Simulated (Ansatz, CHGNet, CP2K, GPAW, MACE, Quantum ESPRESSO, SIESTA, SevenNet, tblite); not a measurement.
# CP2K on Pt(100)/Be(0001) interface (64 atoms): settings against a plane-wave reference, part 2 of 2

Wanted: CP2K inputs and outputs for Pt(100)/Be(0001) interface (64 atoms), checked against a plane-wave reference.

Program: CP2K 2026.2; the method stands at each step. Banners, paths, timers and routine set-up lines are dropped from the logs unmarked, and long logs keep their key lines alone; longer cuts are marked.

So far. Step 2 (PBE, DZVP-UZH, 600/50 Ry, diagonalisation): Forces lie 16 % from the reference's, at 55 times its CPU time. Step 3 (PBE, SZV-MOLOPT-SR, 600/50 Ry, diagonalisation): Against the first run (16 %), the force difference from the reference is 187 %, at 0.28 times the CPU time (on 2 against 4 cores), with 320 basis functions against 824; this set comes with other potentials too, so the change isn't the basis's alone.

## (4) GFN1-xTB, diagonalisation

Method: GFN1-xTB tight binding (the program's own implementation), diagonalisation.

Input file input.inp:

```
&GLOBAL
  PROJECT cell
  RUN_TYPE ENERGY_FORCE
  PRINT_LEVEL LOW
&END GLOBAL
&FORCE_EVAL
  METHOD QS
  STRESS_TENSOR ANALYTICAL
  &DFT
    &QS
      METHOD XTB
      &XTB
        GFN_TYPE 1
        DO_EWALD T
        CHECK_ATOMIC_CHARGES F
      &END XTB
    &END QS
    &SCF
      SCF_GUESS ATOMIC
      EPS_SCF 1.0E-06
      MAX_SCF 200
      ADDED_MOS 48
      &DIAGONALIZATION
        ALGORITHM STANDARD
      &END DIAGONALIZATION
      &SMEAR ON
        METHOD FERMI_DIRAC
        ELECTRONIC_TEMPERATURE [K] 580
      &END SMEAR
      &MIXING
        METHOD BROYDEN_MIXING
        ALPHA 0.15
        NBROYDEN 8
      &END MIXING
      &PRINT
        &RESTART OFF
        &END RESTART
      &END PRINT
    &END SCF
    &PRINT
      &MULLIKEN ON
      &END MULLIKEN
    &END PRINT
  &END DFT
  &SUBSYS
    &CELL
      A 7.88350 0.00000 0.00000
      B -1.97134 5.80046 0.00000
      C 0.00000 0.00000 15.50256
    &END CELL
    &TOPOLOGY
      COORD_FILE_NAME structure.xyz
      COORD_FILE_FORMAT XYZ
    &END TOPOLOGY
  &END SUBSYS
  &PRINT
    &FORCES ON
    &END FORCES
    &STRESS_TENSOR ON
    &END STRESS_TENSOR
  &END PRINT
&END FORCE_EVAL
```

Input file structure.xyz:

```xyz
64

Pt 3.94419 3.93410 0.00899
Pt 4.00467 1.90534 1.94433
Pt 3.98575 3.82668 3.96168
Pt 3.95596 1.97627 5.77904
Pt 5.90145 1.91270 0.00403
Pt 5.95702 0.05725 2.01967
Pt 5.88998 2.00934 3.94230
Pt 5.88192 0.00615 5.99344
Pt -0.05415 3.82065 15.42040
Pt 0.07069 2.00980 1.93332
Pt -0.07973 3.80429 3.88587
Pt -0.03873 1.95458 5.93919
Pt 2.03658 1.96415 0.01721
Pt -0.07965 5.73770 1.90914
Pt 2.01498 2.02842 3.95222
Pt -0.07429 5.75696 5.96849
Pt 3.93517 0.02448 0.07178
Pt 2.04893 3.84385 2.00448
Pt 1.90648 5.70812 3.99594
Pt 1.95525 3.82836 5.86074
[... 40 atom lines left out ...]
Be 1.69250 2.84089 8.12815
Be 1.03970 1.66148 9.83622
Be 1.76355 2.80974 11.78257
Be 0.98149 1.76989 13.50862
```

Started as:

```
$ OMP_NUM_THREADS=1 cp2k.psmp -i input.inp > output.txt
```

Numbers of over 12 decimals in the logs are rounded to 6 here.

What it wrote:

```text
CP2K| version string:                                       CP2K version 2026.2
 CP2K| Input file name                                                 input.inp
 GLOBAL| Basis set file name                                           BASIS_SET
 GLOBAL| Potential file name                                           POTENTIAL
[... lines left out ...]
                        Smear method:                                FERMI_DIRAC
[... lines left out ...]
 Number of electrons:                                                        320
[... lines left out ...]
  Step     Update method      Time    Convergence         Total energy    Change
[... lines left out ...]
  Correction for halogen bonding:                               0.000000
  Electronic entropic energy:                                  -0.00752275
  Fermi energy:                                                 0.000826009
  Total energy:                                              -111.775269
  Total energy (extrapolated to T->0):                       -111.771508
 *   ___                                                                       *
 *  /   \                                                                      *
 * [ABORT]                                                                     *
 *  \___/     SCF run NOT converged. To continue the calculation regardless,   *
 *    |             please set the keyword IGNORE_CONVERGENCE_FAILURE.         *
 *  O/|                                                                        *
 * /| |                                                                        *
```

Wall time 17 s (1 thread of Arm Neoverse V1, shared host); peak memory 0.22 GiB.

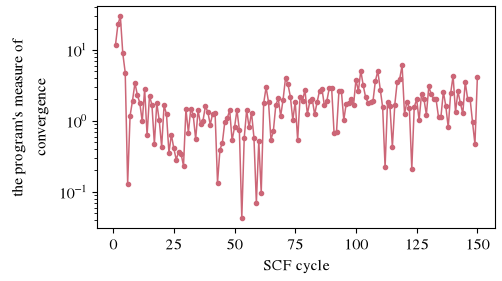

Convergence by cycle in this run.

The run stopped without converging, so its numbers are no property of the system.

## (5) Side by side

Differences are against the plane-wave reference, forces as r.m.s. over components; share is that over the reference's r.m.s. force, slope the least-squares factor from reference forces to these. Total energies of different programs have different zeros and aren't compared.

| run | Δ force, r.m.s. (meV/Å) | share (%) | slope | Δ pressure (GPa) | cores | CPU time | memory (GiB) |
| --- | --- | --- | --- | --- | --- | --- | --- |
| reference | - | - | - | - | 4 | 32 s | 1.0 |
| CP2K PBE, DZVP-UZH, 600/50 Ry, diagonalisation | 127 | 16.4 | 0.960 | -0.682 | 4 | 29 min | 4.5 |
| CP2K PBE, SZV-MOLOPT-SR, 600/50 Ry, diagonalisation (coarse) | 1446 | 187 | 0.881 | 84.7 | 2 | 7.9 min | 2.0 |

Rows marked coarse were listed beforehand as settings not expected to be converged; some can still land near the reference.

CPU time is summed over cores on a shared host, where runs went side by side, so it is rough. Symmetry, cutoffs, thresholds, outputs and thread counts weren't matched or tuned between programs; memory under MPI is the largest rank's times the ranks.

A second geometry, displaced anew (every atom was moved at random, 0.04 Å r.m.s. a Cartesian component), gives an energy difference that all programs can be tested on. The reference puts it at -13.94 meV/atom.

| run | energy less the first geometry's (meV/atom) | error (meV/atom) | force share at the second geometry (%) |
| --- | --- | --- | --- |
| CP2K PBE, DZVP-UZH, 600/50 Ry, diagonalisation | -11.05 | 2.89 | 18.8 |
| CP2K PBE, SZV-MOLOPT-SR, 600/50 Ry, diagonalisation | -66.78 | -52.8 | 214 |

## (6) Outcome

```
nearest in forces : CP2K PBE, DZVP-UZH, 600/50 Ry, diagonalisation, 16 %
its CPU time      : 29 min
```

What this shows: The PBE run in local orbitals, coarse settings apart, differs by 16 % (CP2K PBE, DZVP-UZH, 600/50 Ry, diagonalisation); basis, grid and potentials can all enter. Runs with settings chosen to be coarse differ by 187 % (CP2K PBE, SZV-MOLOPT-SR, 600/50 Ry, diagonalisation), their programs' other errors included. None of the electronic-structure runs in the table takes under half the reference's CPU time of 32 s; they take 15 to 55 times as much. In pressure, CP2K PBE, SZV-MOLOPT-SR, 600/50 Ry, diagonalisation misses by +84.7 GPa, at the same functional. The energy difference between the two geometries, -13.9 meV/atom in the reference, is met best by CP2K PBE, DZVP-UZH, 600/50 Ry, diagonalisation (+2.89) and worst by CP2K PBE, SZV-MOLOPT-SR, 600/50 Ry, diagonalisation (coarse) (-52.8). The potentials hold different valence shells: 512 electrons in the reference, 592 in CP2K with SZV-MOLOPT-SR; this bears on time and differences. The cell is under 6 Å thick along one periodic direction, so every atom has periodic images of itself close by, which move with it and show among its neighbours and in g(r). The reference's stress is far from hydrostatic: its diagonal is 15.5, -0.2, -2.2 GPa, compression counted positive. The host structure and its lattice constant were typed by rule, without a check against the phase diagram. The reference's pressure of 4.4 GPa belongs to a cell and atoms that aren't relaxed at this level. The electronic-structure runs sample only Γ, in a cell whose shortest periodic width is 6 Å, which is coarse for a cell with partly filled levels. Spin–orbit coupling is left out, which matters for the levels of the heavy elements.

[Also dropped from logs without a mark: logging warnings of Python, and SIESTA's first energy breakdown and zero terms.]

[Logs are printed without paths, hosts, clocks, repeated set-up lines and the standing remarks that a program may print on its own settings, such as how far it seeks lower states.]

[Hosts, paths, dates, database ids (printed as entryN), source tags and the programs' standing remarks are cut or masked in the printed files.]
